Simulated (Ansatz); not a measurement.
# YScBr2O2: complex band structure

A new crystal, YScBr2O2: structure, gap and complex bands. It is built by putting Sc for part of the Y in the YBrO structure of space group P4/nmm, with the volume rescaled by atomic radii. The parent structure comes from the Materials Project.

Main program and level: Ansatz 0.2.0; r2SCAN DFT, plane waves, PAW files, in the first sound run; inputs show where later runs differ.

The structure was built from a prototype and need not be the compound's stable phase.

## 1. Starting point

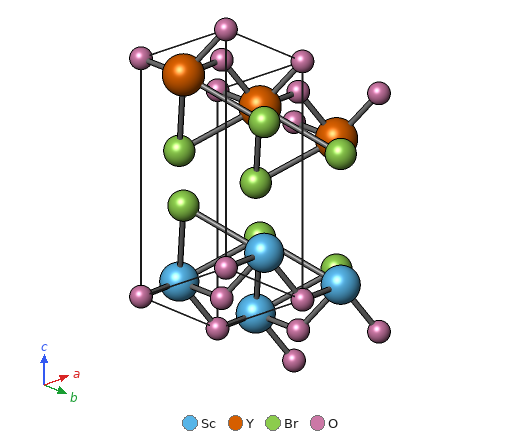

The cell as given, from a free direction (scandium blue, yttrium orange, bromine green, oxygen pink). 1×2×1 cells are drawn. Some periodic images of atoms are drawn too.

## 2. Relaxing the new crystal

The substituted atoms don't fit the parent's cell, so cell and atoms relax together. A small smearing keeps the run stable in case the gap closes on the way.

input.yaml reads:

```yaml
crystal:
  lattice:
    - [3.7707453012, 0.0, 0.0]
    - [0.0, 3.7707453012, 0.0]
    - [0.0, 0.0, 8.4853875693]
  atoms:
    - { symbol: Sc, position: [0.0, 0.5, 0.13018625] }
    - { symbol: "Y", position: [0.5, 0.0, 0.86981375] }
    - { symbol: Br, position: [0.0, 0.5, 0.67877723] }
    - { symbol: Br, position: [0.5, 0.0, 0.32122277] }
    - { symbol: O, position: [0.0, 0.0, 0.0] }
    - { symbol: O, position: [0.5, 0.5, 0.0] }
kpoints:
  mp_grid: { grid: [6, 6, 4] }
scf:
  occupations: { method: gaussian, width: 0.03 }
hamiltonian:
  xc: r2scan
output:
  forces: true
  stress: true
relax:
  f_tol: 0.02
  max_steps: 60
  cell: {}
```

Launch:

```sh
ansatz run input.yaml --threads 2 --pin off --max-ram 4096MiB --backend cpu --events-out ev --progress --plain --runs-dir out
```

Numbers of over 12 decimals in the logs are rounded to 6 here.

Log:

```text
Engine: ansatz 0.2.0, aarch64-unknown-linux-gnu
Pseudopotentials: kind: paw
Pseudopotential: Sc, paw, valence charge 11, recommended cutoff 500 eV (meta_gga), Sc.paw.azcp
Pseudopotential: Y, paw, valence charge 11, recommended cutoff 500 eV (meta_gga), Y.paw.azcp
Pseudopotential: Br, paw, valence charge 7, recommended cutoff 500 eV (meta_gga), Br.paw.azcp
Pseudopotential: O, paw, valence charge 6, recommended cutoff 500 eV (meta_gga), O.paw.azcp
Functional definition: r2SCAN
  parameter k0 = 0.174
  parameter k1 = 0.065
  parameter a1 = 4.9479
  exchange = r2scan_x(k0 = k0, k1 = k1, a1 = a1)
  correlation = r2scan_c
Crystal: 6 atoms, lattice volume = 120.650 Å³
Basis set: ecut = 500 eV, 3071 PW (Γ), exchange–correlation on 120×120×256 points (64 copies of the dense FFT grid, shifted against one another)
Bands: 30, of which v1, the nominal top of the filled ones, is band 24 counted from 1 (23 counted from 0)
Symmetry: 8 space group operations
Space group: P4mm (ITA 99), of the structure as read, at distance tolerance 4.9e-5 Å
k-points: 30 of 144 (time reversal used)
Non-local potential: Sc, projectors of the file, l = 0: 3, l = 1: 2, l = 2: 3, l = 3: 1
Non-local potential: Y, projectors of the file, l = 0: 3, l = 1: 2, l = 2: 2, l = 3: 1
Non-local potential: Br, projectors of the file, l = 0: 2, l = 1: 2, l = 2: 2
Non-local potential: O, projectors of the file, l = 0: 2, l = 1: 2, l = 2: 1
PAW form: soft (Blöchl's): semilocal exchange-correlation on the pseudo side does not see the compensation charge
PAW frozen core: Sc, regenerated for the run's functional (the file was generated under x = pbe(κ = 0.804, μ = 0.219515), c = pbe(β = 0.066725))
PAW frozen core: Y, regenerated for the run's functional (the file was generated under x = pbe(κ = 0.804, μ = 0.219515), c = pbe(β = 0.066725))
PAW frozen core: Br, regenerated for the run's functional (the file was generated under x = pbe(κ = 0.804, μ = 0.219515), c = pbe(β = 0.066725))
PAW frozen core: O, regenerated for the run's functional (the file was generated under x = pbe(κ = 0.804, μ = 0.219515), c = pbe(β = 0.066725))
PAW one-centre angular grid: Sc, 590 points (default); XC on 160 Gauss nodes
PAW one-centre angular grid: Y, 590 points (default); XC on 160 Gauss nodes
PAW one-centre angular grid: Br, 302 points (default); XC on 160 Gauss nodes
PAW one-centre angular grid: O, 302 points (default); XC on 160 Gauss nodes
Initial density: superposition of atomic densities (neutral atoms: chi_scale 0, normalization atom), corrected by the library's trained network
Initial wavefunctions: pseudopotential atomic-orbital guess
Functional: x = r2scan, c = r2scan; τ floored in thin density (d = 2e-4 eV/Å³)
SCF iter   1: F=—  HF=-12736.317779 eV  |F-HF|=—  |Δ(HF+E_count)|=         —  Δρ=1.07e-2  dr2=1.94e-1  dr2_τ=1.84e-1  ethr=1.77e-3  ⟨swp⟩=6.3  Hψ=4282  notcnv=0
preconditioner: auto → Resta (q_TF=auto, 2.340 Å⁻¹)  ε∞=4.3  [insulator: Δε(μ)=4.052 eV  Ē_g=10.465 eV  σ=0.030 eV  W_gap=1.00  n_scr=26 (ndim 8)  ℏωp=19.1 eV  f_vac=0.046  D(μ)=0.00/eV (n_scr^D=0)  ε∞_Penn≈4.3]
SCF iter   2: F=—  HF=-12736.409054 eV  |F-HF|=—  |Δ(HF+E_count)|=   9.13e-2  Δρ=4.51e-3  dr2=1.58e-2  dr2_τ=5.49e-3  ethr=4.04e-4  ⟨swp⟩=2.7  Hψ=1790  notcnv=0  defer=48
SCF iter   3: F=—  HF=-12736.407971 eV  |F-HF|=—  |Δ(HF+E_count)|=   1.08e-3  Δρ=1.91e-3  dr2=4.04e-3  dr2_τ=3.05e-4  ethr=3.29e-5  ⟨swp⟩=2.5  Hψ=1458  notcnv=0  defer=18
automatic band count: iteration 3 solves 29 bands in place of 30: the levels show a gap, and the empty bands left out lie too high to hold charge; the band table lists the bands solved (type scf.n_extra_bands for more)
SCF iter   4: F=—  HF=-12736.407797 eV  |F-HF|=—  |Δ(HF+E_count)|=   1.74e-4  Δρ=5.50e-4  dr2=2.36e-4  dr2_τ=5.09e-5  ethr=8.41e-6  ⟨swp⟩=2.0  Hψ=1403  notcnv=0  defer=18
SCF iter   5: F=—  HF=-12736.407832 eV  |F-HF|=—  |Δ(HF+E_count)|=   3.49e-5  Δρ=1.18e-4  dr2=1.54e-5  dr2_τ=1.45e-6  ethr=4.91e-7  ⟨swp⟩=2.4  Hψ=1288  notcnv=0  defer=18
SCF iter   6: F=—  HF=-12736.407834 eV  |F-HF|=—  |Δ(HF+E_count)|=   2.04e-6  Δρ=2.20e-5  dr2=6.88e-7  dr2_τ=4.41e-8  ethr=3.20e-8  ⟨swp⟩=2.3  Hψ=1533  notcnv=0  defer=18
SCF iter   7: F=-12736.407834 eV  HF=-12736.407834 eV  |F-HF|=8.02e-9  |Δ(HF+E_count)|=   2.73e-7  Δρ=5.57e-6  dr2=5.32e-8  dr2_τ=4.32e-9  ethr=2.08e-10  ⟨swp⟩=5.1  Hψ=3411  notcnv=0
SCF 1 converged in 7 iterations: F = -12736.407834 eV  dr2 = 5.32e-8
  greatest PAW one-centre occupation: 0.998 electrons in one spin orbital (limit 2), on the Sc atom at site 0 (counted from 0), in its partial waves of l = 0
relax step   1: F+E_penalty+E_count = -12736.40783427 eV  Δ(F+E_penalty+E_count) = +0.000e0 eV  max|allowed force component| = 1.954e0 eV/Å  Δτ_max = 0.0000 Å  P = -2.371 GPa  Ω = 120.650 Å³  (7 SCF iters, dr2 threshold 1.00e-7 eV, accepted)
Crystal: 6 atoms, lattice volume = 119.091 Å³
Basis set: ecut = 500 eV, 3039 PW (Γ), exchange–correlation on 120×120×256 points (64 copies of the dense FFT grid, shifted against one another)
Initial density: handed on by an earlier stage of this run
Initial wavefunctions: those handed on with the density
iter 1 solved again at ethr=1.33e-4 eV; its pass at ethr=3.10e-3 eV (dr2=6.38e-2 eV) is discarded
SCF iter   1: F=—  HF=-12736.477196 eV  |F-HF|=—  |Δ(HF+E_count)|=         —  Δρ=6.96e-3  dr2=6.59e-2  dr2_τ=9.60e-1  ethr=1.33e-4  ⟨swp⟩=1.6  Hψ=4912  notcnv=0
automatic band count: iteration 1 solves 28 bands in place of 30: the levels show a gap, and the empty bands left out lie too high to hold charge; the band table lists the bands solved (type scf.n_extra_bands for more)
preconditioner: auto → Resta (q_TF=auto, 2.345 Å⁻¹)  ε∞=4.6  [insulator: Δε(μ)=3.695 eV  Ē_g=10.100 eV  σ=0.030 eV  W_gap=1.00  n_scr=26 (ndim 8)  ℏωp=19.2 eV  f_vac=0.050  D(μ)=0.00/eV (n_scr^D=0)  ε∞_Penn≈4.6]
SCF iter   2: F=—  HF=-12736.584531 eV  |F-HF|=—  |Δ(HF+E_count)|=   1.07e-1  Δρ=2.80e-3  dr2=7.58e-3  dr2_τ=1.23e-3  ethr=1.33e-4  ⟨swp⟩=3.1  Hψ=1829  notcnv=0
SCF iter   3: F=—  HF=-12736.584510 eV  |F-HF|=—  |Δ(HF+E_count)|=   2.08e-5  Δρ=1.15e-3  dr2=1.38e-3  dr2_τ=1.43e-4  ethr=1.58e-5  ⟨swp⟩=2.4  Hψ=1331  notcnv=0
SCF iter   4: F=—  HF=-12736.584623 eV  |F-HF|=—  |Δ(HF+E_count)|=   1.13e-4  Δρ=3.94e-4  dr2=1.78e-4  dr2_τ=2.40e-5  ethr=2.88e-6  ⟨swp⟩=2.1  Hψ=1347  notcnv=0
SCF iter   5: F=—  HF=-12736.584648 eV  |F-HF|=—  |Δ(HF+E_count)|=   2.51e-5  Δρ=1.39e-4  dr2=2.36e-5  dr2_τ=1.36e-6  ethr=3.72e-7  ⟨swp⟩=2.0  Hψ=1209  notcnv=0
SCF iter   6: F=—  HF=-12736.584665 eV  |F-HF|=—  |Δ(HF+E_count)|=   1.73e-5  Δρ=3.20e-5  dr2=1.32e-6  dr2_τ=6.88e-8  ethr=4.93e-8  ⟨swp⟩=2.0  Hψ=1260  notcnv=0
SCF iter   7: F=-12736.584667 eV  HF=-12736.584667 eV  |F-HF|=2.87e-8  |Δ(HF+E_count)|=   1.45e-6  Δρ=7.04e-6  dr2=6.34e-8  dr2_τ=4.64e-9  ethr=1.25e-9  ⟨swp⟩=5.0  Hψ=3416  notcnv=0
SCF 2 converged in 7 iterations: F = -12736.584667 eV  dr2 = 6.34e-8
relax step   2: F+E_penalty+E_count = -12736.58466656 eV  Δ(F+E_penalty+E_count) = -1.768e-1 eV  max|allowed force component| = 4.051e-1 eV/Å  Δτ_max = 0.0881 Å  P = -0.575 GPa  Ω = 119.091 Å³  energy of the carried Pulay correction = +5.427e-4 eV  (7 SCF iters, dr2 threshold 6.00e-7 eV, accepted)
Crystal: 6 atoms, lattice volume = 118.621 Å³
Basis set: ecut = 500 eV, 3007 PW (Γ), exchange–correlation on 120×120×256 points (64 copies of the dense FFT grid, shifted against one another)
iter 1 solved again at ethr=1.34e-5 eV; its pass at ethr=3.10e-3 eV (dr2=6.44e-3 eV) is discarded
SCF iter   1: F=—  HF=-12736.568784 eV  |F-HF|=—  |Δ(HF+E_count)|=         —  Δρ=2.51e-3  dr2=6.59e-3  dr2_τ=1.64e-1  ethr=1.34e-5  ⟨swp⟩=2.0  Hψ=4970  notcnv=0
automatic band count: iteration 1 solves 28 bands in place of 30: the levels show a gap, and the empty bands left out lie too high to hold charge; the band table lists the bands solved (type scf.n_extra_bands for more)
preconditioner: auto → Resta (q_TF=auto, 2.346 Å⁻¹)  ε∞=4.5  [insulator: Δε(μ)=3.774 eV  Ē_g=10.242 eV  σ=0.030 eV  W_gap=1.00  n_scr=26 (ndim 8)  ℏωp=19.3 eV  f_vac=0.051  D(μ)=0.00/eV (n_scr^D=0)  ε∞_Penn≈4.5]
SCF iter   2: F=—  HF=-12736.612759 eV  |F-HF|=—  |Δ(HF+E_count)|=   4.40e-2  Δρ=1.41e-3  dr2=2.56e-3  dr2_τ=1.32e-4  ethr=1.34e-5  ⟨swp⟩=2.6  Hψ=1700  notcnv=0
SCF iter   3: F=—  HF=-12736.612062 eV  |F-HF|=—  |Δ(HF+E_count)|=   6.97e-4  Δρ=3.82e-4  dr2=2.58e-4  dr2_τ=3.40e-5  ethr=5.33e-6  ⟨swp⟩=2.0  Hψ=1313  notcnv=0
SCF iter   4: F=—  HF=-12736.612165 eV  |F-HF|=—  |Δ(HF+E_count)|=   1.03e-4  Δρ=1.63e-4  dr2=5.35e-5  dr2_τ=2.44e-6  ethr=5.37e-7  ⟨swp⟩=2.1  Hψ=1218  notcnv=0
SCF iter   5: F=—  HF=-12736.612182 eV  |F-HF|=—  |Δ(HF+E_count)|=   1.67e-5  Δρ=1.21e-4  dr2=1.65e-5  dr2_τ=1.98e-6  ethr=1.11e-7  ⟨swp⟩=2.0  Hψ=1472  notcnv=0
SCF iter   6: F=—  HF=-12736.612179 eV  |F-HF|=—  |Δ(HF+E_count)|=   2.22e-6  Δρ=4.16e-5  dr2=1.75e-6  dr2_τ=2.70e-7  ethr=3.43e-8  ⟨swp⟩=2.0  Hψ=1309  notcnv=0
SCF iter   7: F=-12736.612179 eV  HF=-12736.612179 eV  |F-HF|=4.15e-8  |Δ(HF+E_count)|=   1.01e-7  Δρ=9.74e-6  dr2=1.28e-7  dr2_τ=1.05e-8  ethr=1.25e-9  ⟨swp⟩=4.9  Hψ=2985  notcnv=0
SCF 3 converged in 7 iterations: F = -12736.612179 eV  dr2 = 1.28e-7
relax step   3: F+E_penalty+E_count = -12736.61217943 eV  Δ(F+E_penalty+E_count) = -2.751e-2 eV  max|allowed force component| = 2.894e-2 eV/Å  Δτ_max = 0.0652 Å  P = +0.018 GPa  Ω = 118.621 Å³  energy of the carried Pulay correction = +7.076e-4 eV  (7 SCF iters, dr2 threshold 6.00e-7 eV, accepted)
[...]
relax step   4: F+E_penalty+E_count = -12736.61223973 eV  Δ(F+E_penalty+E_count) = -6.030e-5 eV  max|allowed force component| = 1.644e-2 eV/Å  Δτ_max = 0.0111 Å  P = +0.001 GPa  Ω = 118.916 Å³  energy of the carried Pulay correction = +6.040e-4 eV  (6 SCF iters, dr2 threshold 5.24e-8 eV, accepted)
[...]
relax step   5: F+E_penalty+E_count = -12736.61228065 eV  Δ(F+E_penalty+E_count) = -4.092e-5 eV  max|allowed force component| = 4.583e-3 eV/Å  Δτ_max = 0.0014 Å  P = +0.005 GPa  Ω = 118.916 Å³  energy of the carried Pulay correction = +6.041e-4 eV  (5 SCF iters, dr2 threshold 1.14e-8 eV, accepted)
Initial wavefunctions: pseudopotential atomic-orbital guess (no wavefunctions were taken with the density)
iter 1 solved again at ethr=7.41e-8 eV; its pass at ethr=3.10e-3 eV (dr2=3.56e-5 eV) is discarded
SCF iter   1: F=—  HF=-12736.611615 eV  |F-HF|=—  |Δ(HF+E_count)|=         —  Δρ=5.50e-5  dr2=3.04e-7  dr2_τ=1.92e-6  ethr=7.41e-8  ⟨swp⟩=4.1  Hψ=7208  notcnv=0
preconditioner: auto → Resta (q_TF=auto, 2.345 Å⁻¹)  ε∞=4.3  [insulator: Δε(μ)=3.761 eV  Ē_g=10.600 eV  σ=0.030 eV  W_gap=1.00  n_scr=26 (ndim 8)  ℏωp=19.3 eV  f_vac=0.055  D(μ)=0.00/eV (n_scr^D=0)  ε∞_Penn≈4.3]
SCF iter   2: F=—  HF=-12736.611621 eV  |F-HF|=—  |Δ(HF+E_count)|=   6.12e-6  Δρ=2.84e-5  dr2=8.21e-8  dr2_τ=2.13e-7  ethr=6.33e-10  ⟨swp⟩=2.7  Hψ=1739  notcnv=0
SCF iter   3: F=—  HF=-12736.611622 eV  |F-HF|=—  |Δ(HF+E_count)|=   8.21e-7  Δρ=2.57e-6  dr2=5.97e-9  dr2_τ=8.51e-10  ethr=1.71e-10  ⟨swp⟩=2.1  Hψ=1524  notcnv=0
SCF iter   4: F=—  HF=-12736.611622 eV  |F-HF|=—  |Δ(HF+E_count)|=  5.26e-10  Δρ=7.24e-7  dr2=2.23e-10  dr2_τ=8.77e-11  ethr=1.24e-11  ⟨swp⟩=2.0  Hψ=1333  notcnv=0
SCF iter   5: F=-12736.611622 eV  HF=-12736.611622 eV  |F-HF|=2.00e-11  |Δ(HF+E_count)|=  4.55e-10  Δρ=1.75e-7  dr2=2.31e-11  dr2_τ=3.68e-12  ethr=1.00e-12  ⟨swp⟩=5.0  Hψ=3509  notcnv=0
SCF 6 converged in 5 iterations: F = -12736.611622 eV  dr2 = 2.31e-11
relax step   6: F+E_penalty+E_count = -12736.61162204 eV  Δ(F+E_penalty+E_count) = +6.586e-4 eV  max|allowed force component| = 4.385e-3 eV/Å  Δτ_max = 0.0000 Å  P = +0.007 GPa  Ω = 118.916 Å³  stress off target by 2.54e-2 GPa  SCF on the basis re-selected at this cell (its energy is not comparable with the rows above)  (5 SCF iters)
basis re-selected at this cell: Δ(F+E_penalty+E_count) = +6.586e-4 eV, ΔP = +0.002 GPa vs the last step (what re-selecting the basis moved, of the pressure what is left beyond the Pulay correction that the steps carried, after the strain that the cell walked since its last selection, with what the two solves' SCF thresholds leave and, on support functions, any second-order correction that the steps lacked; it is no m [...]
SCF converged after 5 iterations
Free energy (F): -12736.611622 eV
Harris-Foulkes:  -12736.611622 eV  (|F-HF|=2.00e-11)
Internal energy: -12736.611622 eV  (E = F + TS)
E sigma→0 (E₀):  -12736.611622 eV
Fermi energy:    7.586700 eV
--- Per-component energies (eV) ---
  E_band       = -384.489153
  E_kinetic    = 1192.759465
  E_local      = -4570.184794  (includes V_loc(G=0)·N_el)
  E_nonlocal   = 361.531589
  E_hartree    = 1830.574350
  E_xc         = -922.616943
  E_vxc        = -812.204485  (∫ρ·V_xc dr)
  E_paw        = -8664.804691  (= ΣΔE_a)
  E_vpaw       = -264.195708  (= ΣTr[D̂ρ^β])
  E_aug_tail   = 0.002018  (compensation charges beyond the density's cutoff)
  E_vtau       = 46.653966  (kinetic-family band-sum trace: ∫τ·v_τ [+ j·A + Jᵃ·Aᵃ] dr)
  E_ewald      = -1963.099903
  E_core_change = -0.772715  (= ΣΔE_core)
  E_smearing   = -0.000000  (= −TS)
  E_closure    = 0.000000  (closes the sum)
  Σ components = -12736.611622   (vs F -12736.611622, Δ=0.00e0)
--- Forces (eV/Å), atoms counted from 1 ---
  atom   1  Sc    -0.00000000     0.00000000     0.00297791
  atom   2  Y      0.00000000     0.00000000     0.00438402
  atom   3  Br     0.00000000    -0.00000000    -0.00196969
  atom   4  Br    -0.00000000     0.00000000     0.00090760
  atom   5  O     -0.00000000    -0.00000000    -0.00315307
  atom   6  O      0.00000000     0.00000000    -0.00315307
  max |Σ_I F_I| component: 6.30e-6 eV/Å
--- Stress (GPa, compression-positive) ---
       -0.002334      -0.000000      -0.000000
       -0.000000      -0.002334      -0.000000
       -0.000000      -0.000000       0.025384
  P = ⅓ Tr σ = 0.0069 GPa (0.069 kbar)
--- Relaxed structure (5 steps of the walk, 5 accepted, 1 SCFs on fresh bases) ---
  F+E_penalty+E_count = -12736.61162204 eV   max|allowed force component| = 4.385e-3 eV/Å   (the final SCF, on the basis selected at the relaxed cell)
  cell:  # Å, volume = 118.9155 Å³
    - [3.724848, 0, 0]
    - [0, 3.724848, 0.0]
    - [0, 0.0, 8.570800]
  atoms:
    - { symbol: Sc, position: [0, 0.5, 0.120492] }
    - { symbol: Y, position: [0.5, 0, 0.869286] }
    - { symbol: Br, position: [0, 0.5, 0.677555] }
    - { symbol: Br, position: [0.5, 0, 0.317833] }
    - { symbol: O, position: [0, 0, 0.00741699] }
    - { symbol: O, position: [0.5, 0.5, 0.00741699] }
```

It took 53 s on 2 threads of Arm Neoverse V2, shared host; peak memory 0.64 GiB; 1.7 min of CPU time.

The steps of the relaxation:

```
step  energy less that of the first step (eV)  largest force component (eV/Å)  pressure (GPa)  volume (Å³)
   1                                   0.0000                          1.9541           -2.37       120.65
   2                                  -0.1768                          0.4051           -0.57       119.09
   3                                  -0.2043                          0.0289            0.02       118.62
   4                                  -0.2044                          0.0164            0.00       118.92
   5                                  -0.2044                          0.0046            0.00       118.92
  6*                                  -0.2038                          0.0044            0.01       118.92
```

Relaxation steps marked * repeat the geometry before them on a plane-wave basis chosen anew for their cell, so energy and pressure can jump there.

The run keeps the 8 symmetry operations that it works with, so distortions that break them were not tested.

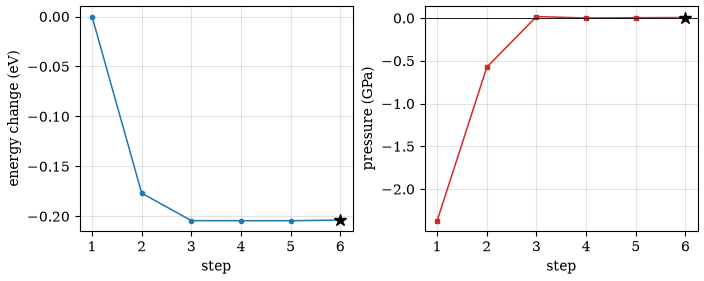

Energy and pressure along the relaxation. Stars mark steps on a basis chosen anew.

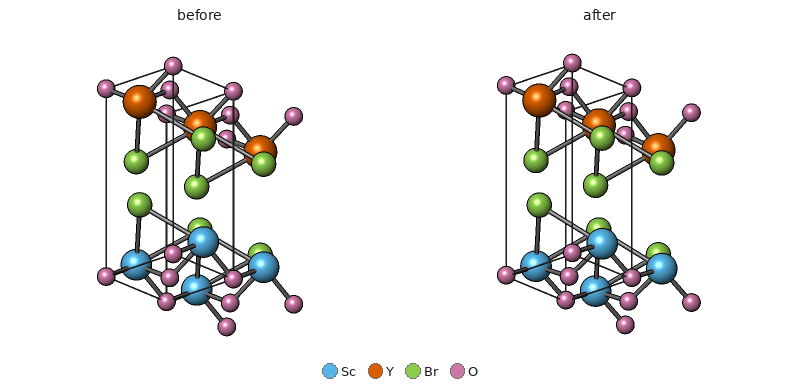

The structure before and after the relaxation, drawn at the same scale.

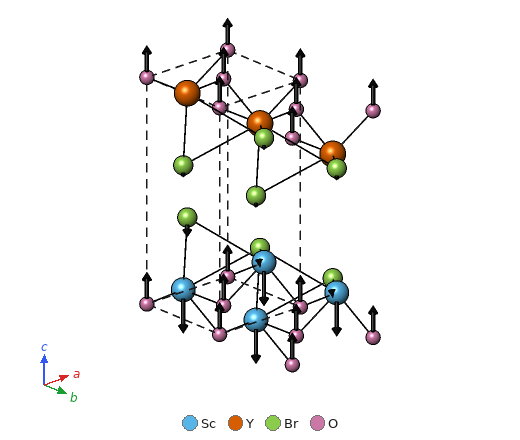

Displacements in the relaxation, exaggerated, measured against the changing cell; the longest in the cell stands for 0.08 Å. 1×2×1 cells are drawn. Some periodic images of atoms are drawn too.

| conventional cell, symmetrised | before | after | change |
| --- | --- | --- | --- |
| a (Å) | 3.771 | 3.725 | -1.2 % |
| b (Å) | 3.771 | 3.725 | -1.2 % |
| c (Å) | 8.485 | 8.571 | +1.0 % |
| volume (Å³/atom) | 20.11 | 19.82 | -1.4 % |

The atoms that moved most (Å, as changes of fractional coordinates times the final cell):

| atom | dx | dy | dz | length |
| --- | --- | --- | --- | --- |
| Sc1 | 0.000 | 0.000 | -0.083 | 0.083 |
| O5 | 0.000 | 0.000 | 0.064 | 0.064 |
| O6 | 0.000 | 0.000 | 0.064 | 0.064 |
| Br4 | 0.000 | 0.000 | -0.029 | 0.029 |
| Br3 | 0.000 | 0.000 | -0.010 | 0.010 |

The relaxed structure:

```xyz
6
Lattice="3.7248 0.0000 0.0000 0.0000 3.7248 0.0000 0.0000 0.0000 8.5708" Properties=species:S:1:pos:R:3 pbc="T T T"
Sc    0.0000    1.8624    1.0327
Y     1.8624    0.0000    7.4505
Br    0.0000    1.8624    5.8072
Br    1.8624    0.0000    2.7241
O     0.0000    0.0000    0.0636
O     1.8624    1.8624    0.0636
```

This step gave:

```
free energy  : -12736.6116 eV
Fermi energy : 7.587 eV
pressure     : 0.006905 GPa
```

The largest force component on a free atom ends at 0.0044 eV/Å.

(Part 1 of 3 ends here.)

[Logs are printed without paths, hosts, clocks, repeated set-up lines and the standing remarks that a program may print on its own settings, such as how far it seeks lower states.]

[Hosts, paths, dates, database ids (printed as entryN), source tags and the programs' standing remarks are cut or masked in the printed files.]

[New means built here by substitution; the compound itself may be known and measured.]
